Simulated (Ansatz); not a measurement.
# AlBH4OS: rotation by 180° about the S3–Al4 bond, part 2 of 2

How high is the barrier for the rotation by 180° about the S3–Al4 bond? Relax the two ends, then run a nudged elastic band between them. SMILES of the start: OB[S][AlH2].

Ansatz 0.2.0; RHF/def2-SVP. Earlier steps stand in the parts before.

### Step 5. What the band shows

The 9 inner images lie between the fixed ends 0 and 10. Energy is taken from image 0, and the path length is the program's own coordinate along the band.

| image | path (Å) | energy (eV) | dihedral B2–S3–Al4–H8 (°) | band force (eV/Å) |
| --- | --- | --- | --- | --- |
| 0 | 0.000 | 0.0000 | 180 | - |
| 1 | 0.475 | 0.0120 | -166 | 0.002 |
| 2 | 0.950 | 0.0516 | -148 | 0.004 |
| 3 | 1.425 | 0.1052 | -129 | 0.008 |
| 4 | 1.899 | 0.1486 | -110 | 0.003 |
| 5* | 2.374 | 0.1650 | -91 | 0.009 |
| 6 | 2.852 | 0.1506 | -72 | 0.023 |
| 7 | 3.330 | 0.1083 | -54 | 0.008 |
| 8 | 3.808 | 0.0543 | -34 | 0.008 |
| 9 | 4.286 | 0.0133 | -15 | 0.007 |
| 10 | 4.764 | 0.0000 | 0 | - |

The star marks the climbing image.

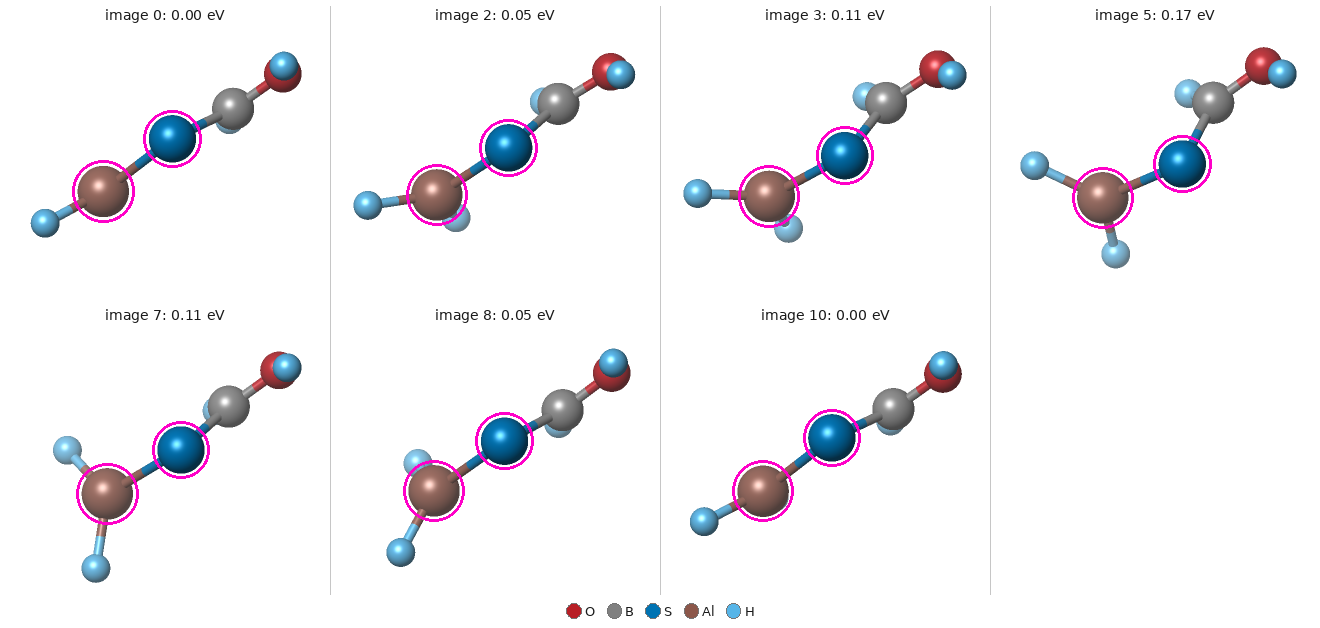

The images of the last band, seen from a free direction. Ringed: S3, Al4. Sticks join atoms closer than a bonding distance in each image.

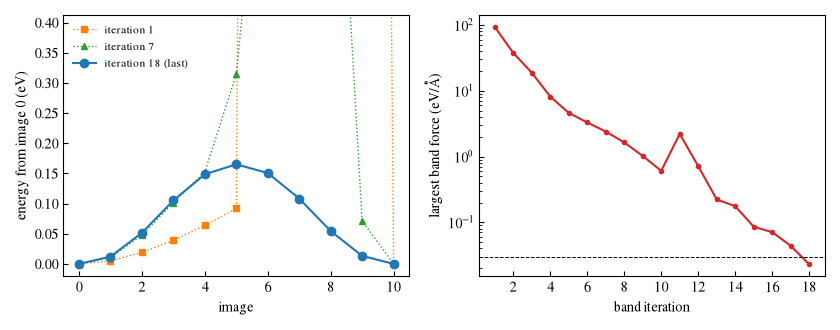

Left: energy of each image for early iterations and the last one (lines only join the points; early values far above the last band run off the scale). Right: the largest band force by iteration, with the threshold dashed.

The top of the band by iteration:

```csv
iteration,highest image above image 0 (eV),largest band force (eV/Å)
1,36.7768,93.873
3,11.0283,18.920
5,4.7555,4.621
7,1.6049,2.404
9,0.3033,1.021
11,0.8714,2.216
13,0.1671,0.223
15,0.1653,0.086
17,0.1651,0.044
18,0.1650,0.023
```

Positions of all images (Å):

```xyz
8
image=0 dE=0.0000
O    -1.111    1.955   -1.122
B    -0.422    1.101   -0.356
S    -0.456   -0.708   -0.720
Al    0.837   -1.601    0.820
H    -1.594    1.566   -1.836
H     0.207    1.546    0.558
H     1.539   -0.694    1.894
H     1.000   -3.164    0.763
8
image=1 dE=0.0120
O    -1.104    1.956   -1.115
B    -0.355    1.098   -0.412
S    -0.503   -0.719   -0.697
Al    0.798   -1.601    0.846
H    -1.707    1.566   -1.729
H     0.416    1.547    0.384
H     1.301   -0.726    2.050
H     1.153   -3.121    0.673
8
image=2 dE=0.0516
O    -1.050    1.959   -1.141
B    -0.320    1.073   -0.454
S    -0.652   -0.734   -0.596
Al    0.754   -1.587    0.877
H    -1.748    1.596   -1.665
H     0.570    1.492    0.228
H     1.100   -0.790    2.187
H     1.345   -3.008    0.562
8
image=3 dE=0.1052
O    -0.984    1.948   -1.184
B    -0.296    1.035   -0.488
S    -0.812   -0.730   -0.467
Al    0.711   -1.561    0.911
H    -1.753    1.628   -1.630
H     0.684    1.407    0.094
H     0.935   -0.897    2.319
H     1.513   -2.829    0.445
8
image=4 dE=0.1486
O    -0.924    1.931   -1.221
B    -0.279    0.996   -0.513
S    -0.931   -0.712   -0.362
Al    0.674   -1.533    0.938
H    -1.736    1.655   -1.617
H     0.757    1.320    0.004
H     0.762   -1.076    2.440
H     1.677   -2.580    0.331
8
image=5 dE=0.1650
O    -0.889    1.924   -1.233
B    -0.270    0.976   -0.519
S    -0.988   -0.698   -0.314
Al    0.653   -1.520    0.945
H    -1.714    1.670   -1.619
H     0.783    1.274   -0.018
H     0.564   -1.379    2.508
H     1.861   -2.247    0.249
8
image=6 dE=0.1506
O    -0.915    1.942   -1.207
B    -0.287    1.005   -0.487
S    -0.911   -0.718   -0.403
Al    0.675   -1.545    0.916
H    -1.684    1.653   -1.675
H     0.693    1.349    0.118
H     0.309   -1.916    2.398
H     2.120   -1.769    0.339
8
image=7 dE=0.1083
O    -0.991    1.966   -1.143
B    -0.349    1.050   -0.409
S    -0.726   -0.741   -0.583
Al    0.744   -1.580    0.848
H    -1.619    1.628   -1.764
H     0.457    1.446    0.385
H     0.219   -2.566    1.953
H     2.265   -1.204    0.714
8
image=8 dE=0.0543
O    -1.065    1.968   -1.109
B    -0.432    1.073   -0.342
S    -0.536   -0.729   -0.711
Al    0.823   -1.593    0.800
H    -1.531    1.616   -1.852
H     0.177    1.481    0.605
H     0.457   -3.013    1.364
H     2.108   -0.804    1.245
8
image=9 dE=0.0133
O    -1.087    1.962   -1.120
B    -0.455    1.089   -0.327
S    -0.491   -0.716   -0.711
Al    0.846   -1.598    0.801
H    -1.518    1.593   -1.876
H     0.112    1.513    0.636
H     0.768   -3.158    0.977
H     1.827   -0.684    1.620
8
image=10 dE=0.0000
O    -1.115    1.954   -1.120
B    -0.429    1.101   -0.350
S    -0.438   -0.704   -0.733
Al    0.843   -1.601    0.816
H    -1.583    1.566   -1.844
H     0.180    1.545    0.578
H     1.029   -3.160    0.739
H     1.513   -0.700    1.914
```

### Step 6. Frequencies at the highest image

The geometry is the highest inner image of the first converged band.

input.yaml

```yaml
crystal:
  periodic: [false, false, false]
  atoms:
    - { symbol: O, position_ang: [-0.888716, 1.924378, -1.233029] }
    - { symbol: B, position_ang: [-0.269976, 0.975871, -0.519326] }
    - { symbol: S, position_ang: [-0.98787, -0.697689, -0.313628] }
    - { symbol: Al, position_ang: [0.652839, -1.519952, 0.944896] }
    - { symbol: H, position_ang: [-1.713646, 1.669669, -1.618745] }
    - { symbol: H, position_ang: [0.782591, 1.273676, -0.017707] }
    - { symbol: H, position_ang: [0.564015, -1.378978, 2.508312] }
    - { symbol: H, position_ang: [1.860752, -2.246973, 0.249237] }
basis:
  gaussian: { orbitals: def2-SVP }
hamiltonian:
  xc: hf
phonons: {}
```

On the command line:

```sh
$ ansatz run input.yaml --threads 1 --pin off --max-ram 2048MiB --backend cpu --events-out ev --progress --plain --runs-dir out
```

Log, cut to the lines that bear on the results:

```text
Warning: RAYON_NUM_THREADS=1 ignored (pool sized by the plan → 1); use --threads N
[...]
Functional definition: HF
[...]
868 factors; integrals over basis functions are off by at most 5.0e-4 eV
[...]
mean field -20167.73975578 eV, -741.1507658400 hartree, gradient 1.8e-5 eV, S^2 0.000000; 0 other end points of the search recorded, 0 dependent functions left out
[...]
reference -20167.73975578 eV, -741.1507658400 hartree; 23, 23 occupied and 61, 61 virtual orbitals, 868 factors
[...]
868 factors; integrals over basis functions are off by at most 5.0e-4 eV
[...]
mean field -20167.73957380 eV, -741.1507591523 hartree, gradient 4.2e-6 eV, S^2 0.000000; 0 other end points of the search recorded, 0 dependent functions left out
[...]
reference -20167.73957380 eV, -741.1507591523 hartree; 23, 23 occupied and 61, 61 virtual orbitals, 868 factors
[...]
868 factors; integrals over basis functions are off by at most 5.0e-4 eV
[...]
WARN: phonons: modes at or below zero, which the zero-point energy, F, S and C_V leave out: 1, the lowest at -154.24 cm⁻¹. A minimum has none, and a first-order saddle one
[...]
Total energy: -20167.73975578 eV, -741.1507658400 hartree
Atom 0 at    -0.888716     1.924378    -1.233029 Å, force     0.002894    -0.007706     0.003166 eV/Å
Atom 1 at    -0.269976     0.975871    -0.519326 Å, force    -0.001615     0.008970    -0.000856 eV/Å
Atom 2 at    -0.987870    -0.697689    -0.313628 Å, force    -0.001868    -0.005114    -0.001540 eV/Å
Atom 3 at     0.652839    -1.519952     0.944896 Å, force     0.000717     0.000643     0.002181 eV/Å
Atom 4 at    -1.713646     1.669669    -1.618745 Å, force    -0.000572     0.003936    -0.001018 eV/Å
Atom 5 at     0.782591     1.273676    -0.017707 Å, force    -0.000354    -0.002083     0.000518 eV/Å
Atom 6 at     0.564015    -1.378978     2.508312 Å, force     0.000607     0.001932    -0.002379 eV/Å
Atom 7 at     1.860752    -2.246973     0.249237 Å, force     0.000190    -0.000578    -0.000072 eV/Å
Dipole moment:    -0.057219    -0.118910     0.010790 e Å
Vibrations: -154.24 69.01 115.80 373.73 517.72 548.36 646.90 649.06 762.14 861.76 933.54 1102.28 1255.23 1431.61 2051.43 2052.75 2688.27 4179.29 cm⁻¹, zero-point energy 1.254651 eV
```

Wall time 30 s (1 thread of Intel Xeon 6975P-C (Granite Rapids), shared host); peak memory 0.16 GiB.

Of 18 modes, 1 is imaginary by more than 30 cm⁻¹ (154i cm⁻¹).

### Step 7. Another band, settings changed

crystal.atoms is end A as relaxed above, and neb.final_atoms is end B, turned to lie on A. With 9 inner images the band has 11 in all. The start path is listed, through a guess of the saddle.

input.yaml

```yaml
crystal:
  periodic: [false, false, false]
  atoms:
    - { symbol: O, position_ang: [-1.110673, 1.954828, -1.122486] }
    - { symbol: B, position_ang: [-0.421807, 1.100822, -0.355997] }
    - { symbol: S, position_ang: [-0.456457, -0.708385, -0.719885] }
    - { symbol: Al, position_ang: [0.837229, -1.601398, 0.819888] }
    - { symbol: H, position_ang: [-1.594281, 1.565576, -1.835631] }
    - { symbol: H, position_ang: [0.207346, 1.546492, 0.557634] }
    - { symbol: H, position_ang: [1.538833, -0.694204, 1.893816] }
    - { symbol: H, position_ang: [0.9998, -3.16373, 0.762671] }
basis:
  gaussian: { orbitals: def2-SVP }
hamiltonian:
  xc: hf
neb:
  order_check: false
  images: 9
  f_tol: 0.03
  max_iterations: 60
  spring: { min: 2.0, max: 10.0 }
  final_atoms:
    - { symbol: O, position_ang: [-1.11514507, 1.95408541, -1.11953269] }
    - { symbol: B, position_ang: [-0.42873753, 1.10106231, -0.35020182] }
    - { symbol: S, position_ang: [-0.43769707, -0.70441094, -0.7329023] }
    - { symbol: Al, position_ang: [0.84264577, -1.60136463, 0.81552648] }
    - { symbol: H, position_ang: [-1.58274308, 1.56561667, -1.84373446] }
    - { symbol: H, position_ang: [0.17971947, 1.54535689, 0.57798113] }
    - { symbol: H, position_ang: [1.02878838, -3.16024473, 0.73867468] }
    - { symbol: H, position_ang: [1.51315911, -0.70009997, 1.91419899] }
  initial_path:
    images:
      - { positions_ang: [[-1.110673, 1.954828, -1.122486], [-0.421807, 1.100822, -0.355997], [-0.456457, -0.708385, -0.719885], [0.837229, -1.601398, 0.819888], [-1.594281, 1.565576, -1.835631], [0.207346, 1.546492, 0.557634], [1.538833, -0.694204, 1.893816], [0.9998, -3.16373, 0.762671]] }
      - { positions_ang: [[-1.09684502, 1.9509863, -1.11152905], [-0.40803601, 1.08717258, -0.3652282], [-0.48275563, -0.71815751, -0.71789927], [0.82279471, -1.59307074, 0.81664337], [-1.61052213, 1.58056458, -1.81375211], [0.24973485, 1.52084418, 0.52522668], [1.48121204, -0.69215282, 1.90951154], [1.0444072, -3.13618558, 0.75703703]] }
      - { positions_ang: [[-1.08301705, 1.9471446, -1.10057209], [-0.39426502, 1.07352317, -0.37445939], [-0.50905427, -0.72793002, -0.71591355], [0.80836042, -1.58474348, 0.81339875], [-1.62676326, 1.59555317, -1.79187322], [0.2921237, 1.49519636, 0.49281936], [1.42359107, -0.69010164, 1.92520709], [1.0890144, -3.10864116, 0.75140306]] }
      - { positions_ang: [[-1.06918907, 1.9433029, -1.08961514], [-0.38049403, 1.05987375, -0.38369059], [-0.5353529, -0.73770252, -0.71392782], [0.79392613, -1.57641622, 0.81015412], [-1.64300439, 1.61054175, -1.76999433], [0.33451255, 1.46954854, 0.46041204], [1.36597011, -0.68805046, 1.94090263], [1.1336216, -3.08109674, 0.74576909]] }
      - { positions_ang: [[-1.05536109, 1.9394612, -1.07865818], [-0.36672304, 1.04622434, -0.39292178], [-0.56165153, -0.74747503, -0.7119421], [0.77949183, -1.56808896, 0.80690949], [-1.65924552, 1.62553034, -1.74811544], [0.3769014, 1.44390072, 0.42800472], [1.30834914, -0.68599929, 1.95659817], [1.1782288, -3.05355231, 0.74013512]] }
      - { positions_ang: [[-1.04153311, 1.93561949, -1.06770123], [-0.35295205, 1.03257492, -0.40215298], [-0.58795017, -0.75724754, -0.70995637], [0.76505754, -1.5597617, 0.80366487], [-1.67548665, 1.64051892, -1.72623656], [0.41929025, 1.4182529, 0.3955974], [1.25072818, -0.68394811, 1.97229371], [1.222836, -3.02600789, 0.73450115]] }
      - { positions_ang: [[-1.05625551, 1.93931268, -1.07806752], [-0.36810914, 1.0462724, -0.39176274], [-0.55789955, -0.74668022, -0.71454556], [0.78057519, -1.56808229, 0.80603719], [-1.65693794, 1.62553847, -1.74973614], [0.3713761, 1.4436737, 0.43207414], [1.20634022, -1.17920743, 1.72556991], [1.28090062, -2.56082631, 0.97044072]] }
      - { positions_ang: [[-1.0709779, 1.94300586, -1.08843382], [-0.38326624, 1.05996988, -0.38137251], [-0.52784893, -0.7361129, -0.71913474], [0.79609283, -1.57640287, 0.80840951], [-1.63838922, 1.61055802, -1.77323572], [0.32346194, 1.4690945, 0.46855089], [1.16195226, -1.67446676, 1.4788461], [1.33896525, -2.09564472, 1.20638029]] }
      - { positions_ang: [[-1.08570029, 1.94669904, -1.09880011], [-0.39842334, 1.07366735, -0.37098228], [-0.49779831, -0.72554558, -0.72372393], [0.81161048, -1.58472346, 0.81078183], [-1.61984051, 1.59557757, -1.7967353], [0.27554779, 1.49451529, 0.50502764], [1.1175643, -2.16972608, 1.23212229], [1.39702987, -1.63046314, 1.44231985]] }
      - { positions_ang: [[-1.10042268, 1.95039223, -1.1091664], [-0.41358043, 1.08736483, -0.36059205], [-0.46774769, -0.71497826, -0.72831311], [0.82712813, -1.59304405, 0.81315416], [-1.60129179, 1.58059712, -1.82023488], [0.22763363, 1.51993609, 0.54150438], [1.07317634, -2.66498541, 0.98539849], [1.45509449, -1.16528155, 1.67825942]] }
      - { positions_ang: [[-1.11514507, 1.95408541, -1.11953269], [-0.42873753, 1.10106231, -0.35020182], [-0.43769707, -0.70441094, -0.7329023], [0.84264577, -1.60136463, 0.81552648], [-1.58274308, 1.56561667, -1.84373446], [0.17971947, 1.54535689, 0.57798113], [1.02878838, -3.16024473, 0.73867468], [1.51315911, -0.70009997, 1.91419899]] }
```

On the command line:

```sh
$ ansatz run input.yaml --threads 1 --pin off --max-ram 2048MiB --backend cpu --events-out ev --progress --plain --runs-dir out
```

Log, cut to the lines that bear on the results:

```text
Warning: RAYON_NUM_THREADS=1 ignored (pool sized by the plan → 1); use --threads N
[...]
Functional definition: HF
[...]
869 factors; integrals over basis functions are off by at most 4.0e-4 eV
[...]
mean field -20167.90480269 eV, -741.1568312020 hartree, gradient 1.8e-5 eV, S^2 0.000000; 0 other end points of the search recorded, 0 dependent functions left out
[...]
reference -20167.90480269 eV, -741.1568312020 hartree; 23, 23 occupied and 61, 61 virtual orbitals, 869 factors
869 factors; integrals over basis functions are off by at most 5.5e-4 eV
[...]
mean field -20167.90478446 eV, -741.1568305320 hartree, gradient 1.8e-5 eV, S^2 0.000000; 0 other end points of the search recorded, 0 dependent functions left out
[...]
reference -20167.90478446 eV, -741.1568305320 hartree; 23, 23 occupied and 61, 61 virtual orbitals, 869 factors
[...]
NEB iter  20: max|band force component| = 1.489e-2 eV/Å  barrier→ = 0.1650 eV  barrier← = 0.1650 eV  CI = image 5  Δτ_max = 0.0000 Å  (586 SCF iters)
Total energy: -20167.73976236 eV, -741.1507660816 hartree
Atom 0 at    -0.910121     1.922354    -1.211760 Å, force    -0.004189    -0.014871     0.003093 eV/Å
Atom 1 at    -0.285445     0.971431    -0.506576 Å, force     0.002427     0.004096     0.000028 eV/Å
Atom 2 at    -0.980513    -0.714867    -0.329535 Å, force    -0.000795     0.000832    -0.001340 eV/Å
Atom 3 at     0.672129    -1.515708     0.927265 Å, force     0.001979    -0.000641    -0.003387 eV/Å
Atom 4 at    -1.728255     1.661659    -1.607994 Å, force     0.001379     0.009060    -0.001944 eV/Å
Atom 5 at     0.758999     1.275525     0.008744 Å, force     0.000370     0.000894    -0.000664 eV/Å
Atom 6 at     0.567573    -1.405392     2.491771 Å, force    -0.000490     0.000386     0.003545 eV/Å
Atom 7 at     1.905623    -2.195001     0.228095 Å, force    -0.000681     0.000245     0.000669 eV/Å
Dipole moment:    -0.056375    -0.119079     0.007577 e Å
this run last wrote the band of iteration 20 to <dir>
```

Wall time 2.2 min (1 thread of Intel Xeon 6975P-C (Granite Rapids), shared host); peak memory 0.17 GiB.

### Step 8. Images and barrier

The 9 inner images lie between the fixed ends 0 and 10. Energy is taken from image 0, and the path length is the program's own coordinate along the band.

| image | path (Å) | energy (eV) | dihedral B2–S3–Al4–H8 (°) | band force (eV/Å) |
| --- | --- | --- | --- | --- |
| 0 | 0.000 | 0.0000 | 180 | - |
| 1 | 0.825 | 0.0410 | -152 | 0.003 |
| 2 | 1.320 | 0.0958 | -132 | 0.002 |
| 3 | 1.704 | 0.1352 | -117 | 0.006 |
| 4 | 2.045 | 0.1577 | -103 | 0.002 |
| 5* | 2.374 | 0.1650 | -90 | 0.015 |
| 6 | 2.703 | 0.1579 | -78 | 0.015 |
| 7 | 3.043 | 0.1355 | -64 | 0.011 |
| 8 | 3.426 | 0.0963 | -49 | 0.014 |
| 9 | 3.919 | 0.0415 | -29 | 0.003 |
| 10 | 4.738 | 0.0000 | 0 | - |

The star marks the climbing image.

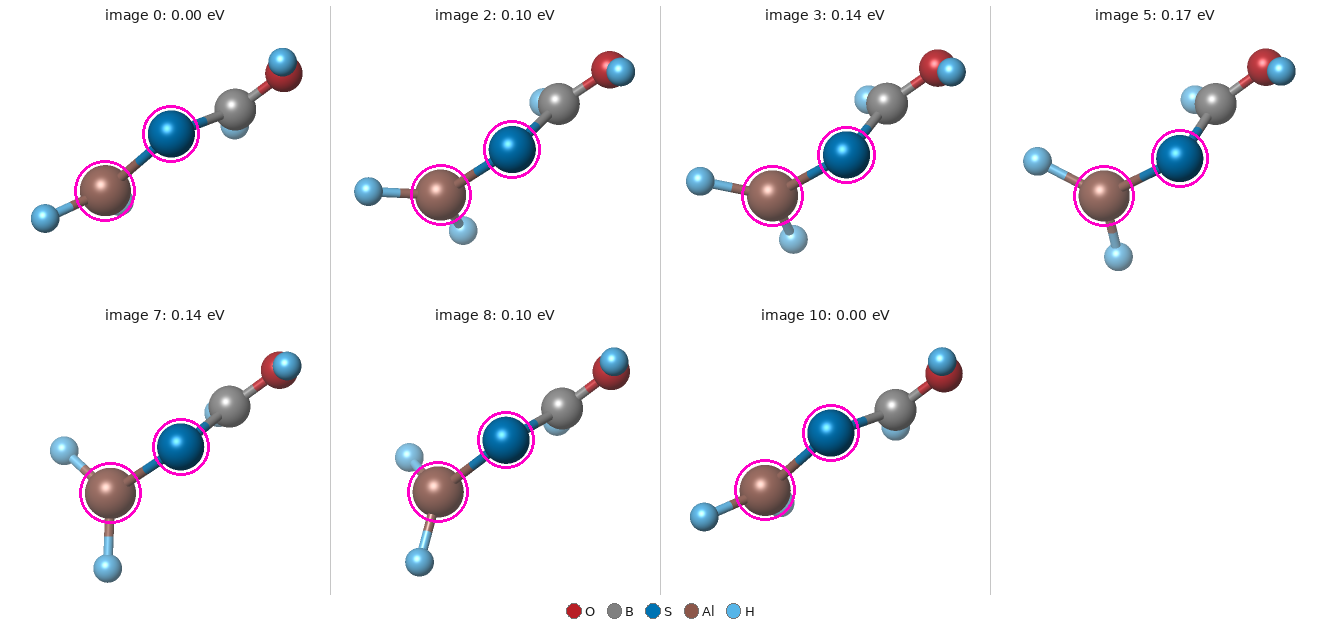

Snapshots along the band, viewed from a free direction. Ringed: S3, Al4. Sticks join atoms closer than a bonding distance in each image.

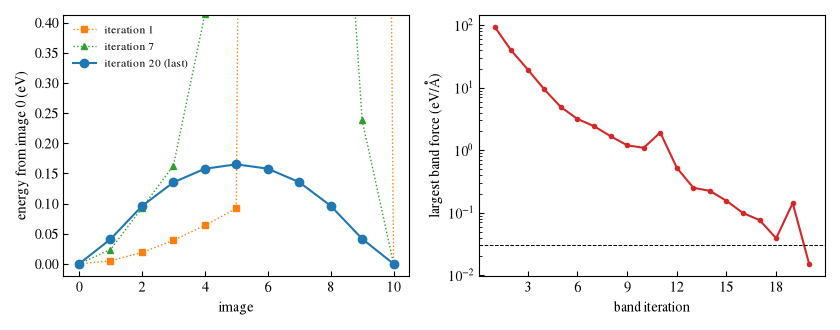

Left: energy of each image for early iterations and the last one (lines only join the points; early values far above the last band run off the scale). Right: the largest band force by iteration, with the threshold dashed.

### Step 9. Results

This closing draws on all 2 parts.

```
                                quantity                                                      value
                                   end A                                   13 moves, 0.221 eV lower
                                   end B                                   12 moves, 0.220 eV lower
            first band: barrier forwards                                                    0.17 eV
           first band: barrier backwards                                                    0.17 eV
first band: second end relative to first                                                   0.000 eV
               first band: highest image                                     5 of 0 to 10, climbing
             first band: band iterations                                                         18
              imaginary modes at the top                                                  154i cm⁻¹
                             second band  top 0.165 eV above image 0, 20 iterations, 9 inner images
             time, first and second band                                          2 min and 2.2 min
```

In the first band: the top lies 0.17 eV above the first end, or 6 kT at room temperature, which at an assumed attempt frequency of 10^13 s⁻¹ means a rate near 10^10 s⁻¹. The two ends lie within 1 meV of each other. The listed dihedral goes from 180° at end A through -91° at the highest image to 0° at end B. One imaginary mode, as a first-order saddle point has. The second band's top agrees with the first's to 1 meV, so the changed settings hardly move the height. Zero-point energy and entropy are left out.
